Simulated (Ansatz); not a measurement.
A series of calculations on SiNH₂OF

### Relaxation

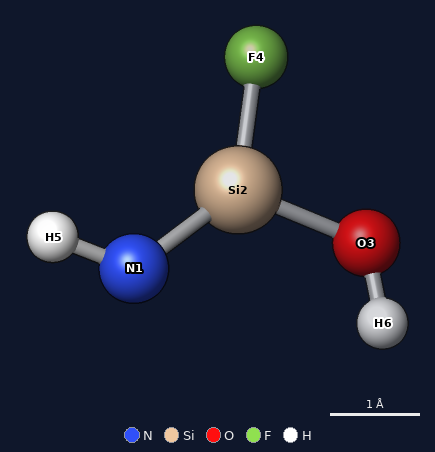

This is the input geometry for a relaxation of SiNH$_{2}$OF. Style: ball-and-stick. Shown at a tilt.

The run prepares an end point of a later path (torsion) calculation, from a guessed geometry.

These are results of RKS PBE0-D4/def2-TZVP (Ansatz), not measurements.

Input
```yaml
crystal:
  periodic: [false, false, false]
  atoms:
    - { symbol: "N", position_ang: [-0.35164, 1.17237, -0.70046] }
    - { symbol: Si, position_ang: [-0.08335, -0.31017, -0.14217] }
    - { symbol: O, position_ang: [0.6612, -0.57398, 1.25055] }
    - { symbol: F, position_ang: [-0.36802, -1.80974, -0.60894] }
    - { symbol: H, position_ang: [-0.81826, 1.35932, -1.57403] }
    - { symbol: H, position_ang: [0.96006, 0.16219, 1.77505] }
basis:
  gaussian: { orbitals: def2-TZVP }
hamiltonian:
  xc: pbe0
  dispersion: d4
relax:
  f_tol: 0.015
  max_steps: 40
output:
  orbitals: {}
```

Launched with:
```bash
ansatz run input.yaml --threads 2 --pin off --max-ram 3072MiB --backend cpu --events-out ev --progress --plain --runs-dir out
```

**What does the optimiser find from here?**

Over 6 geometry steps the energy falls by 0.062 eV. The largest force component goes from 1.3 to 0.0081 eV/Å. F4 moves most after the best rigid fit: 0.082 Å. Largest moves by element: F 0.082 Å, H 0.061 Å, N 0.050 Å, O 0.034 Å, Si 0.024 Å. Among the contacts that change: N1–Si2 1.607 → 1.573 Å, Si2–F4 1.596 → 1.576 Å, Si2–O3 1.601 → 1.611 Å, O3–H6 0.952 → 0.961 Å. Among the angles between lasting bonds that change: Si2–O3–H6 119.9° → 114.4°, N1–Si2–F4 137.3° → 133.0°, O3–Si2–F4 100.5° → 104.2°.

Final geometry:

```xyz
6

N    -0.3424    1.1266   -0.6814
Si   -0.0728   -0.3187   -0.1221
O     0.6765   -0.5854    1.2793
F    -0.3984   -1.7615   -0.6674
H    -0.8075    1.3268   -1.5527
H     0.9447    0.2122    1.7444
```

After the run, drawn alike:

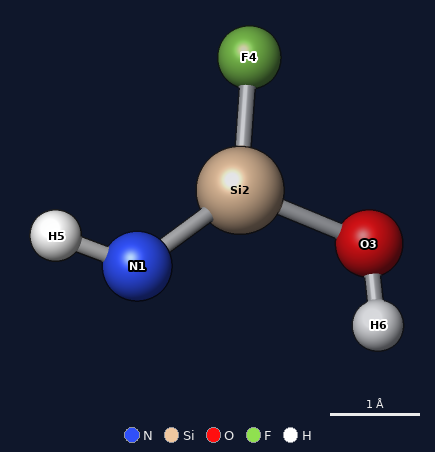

### Relaxation

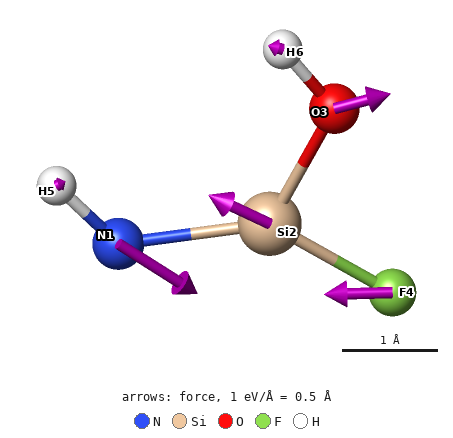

Starting geometry of SiNH2OF with the computed forces as purple arrows. Style: ball-and-stick. Shown at a tilt.

The run prepares an end point of a later path (torsion) calculation, from a guessed geometry.

The calculation used Ansatz 0.2.0, RKS PBE0-D4/def2-TZVP. Settings: no spin polarisation; force threshold 0.015 eV/Å; at most 40 steps.

Is this structure relaxed? If not, where do the atoms go?

It isn't relaxed: the largest force vector, on N1, is 2.16 eV/Å. The final displacements follow the starting forces only in part (cosine between the two patterns 0.54). The atom that moves furthest after the best rigid fit is H5 (0.23 Å). By element the largest moves are H 0.23 Å, F 0.21 Å, Si 0.15 Å, O 0.14 Å, N 0.10 Å. Near-neighbour distances that change, for instance: N1–Si2 1.607 → 1.573 Å, Si2–F4 1.596 → 1.569 Å, Si2–O3 1.601 → 1.618 Å, O3–H6 0.952 → 0.960 Å. Bond angles that change, for instance: N1–Si2–F4 137.3° → 119.8°, N1–Si2–O3 122.1° → 136.9°, Si2–O3–H6 119.9° → 116.3°. Over 6 accepted moves (7 points after the start) the energy falls by 0.372 eV. The largest force component goes from 1.8 to 0.0012 eV/Å. The line search rejected the trial step at point 5 of the run.

### Path

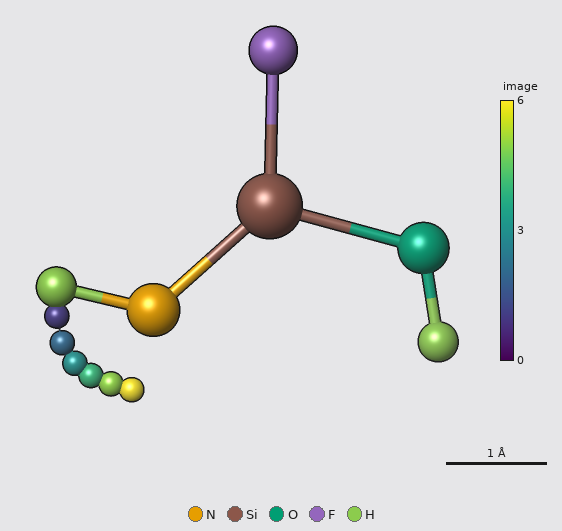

NEB run on SiNH$_{2}$OF. Images are numbered from 0 (start) to 6 (end). The start is drawn whole; smaller spheres mark the moving atoms (H) in the later images, joined by lines and coloured by the number of the image. The picture is a ball-and-stick view, seen face on.

Computed with RKS PBE0-D4/def2-TZVP (Ansatz 0.2.0). Settings: 5 movable images; climbing image; force threshold 0.05 eV/Å; iteration limit 60; starting path through a guess of the saddle point.

**What moves, how far, and at what cost in energy?**

The motion is an in-plane inversion: the angle Si–N–H opens from 125° to 172° on the way and closes on the other side (124° at the end). No bond forms or breaks between the ends. Bond angles that change up to the highest image, for instance: Si–N–H 124.7° → 172.3°, N–Si–O 122.7° → 131.6°. The energy climbs by 0.187 eV to image 3 and then falls by 0.100 eV, so the end point sits at +0.086 eV. The band converged in 18 iterations, with a climbing image at the top. At the top, the vibrational analysis gives one imaginary mode (417i cm⁻¹), as a transition state must have.
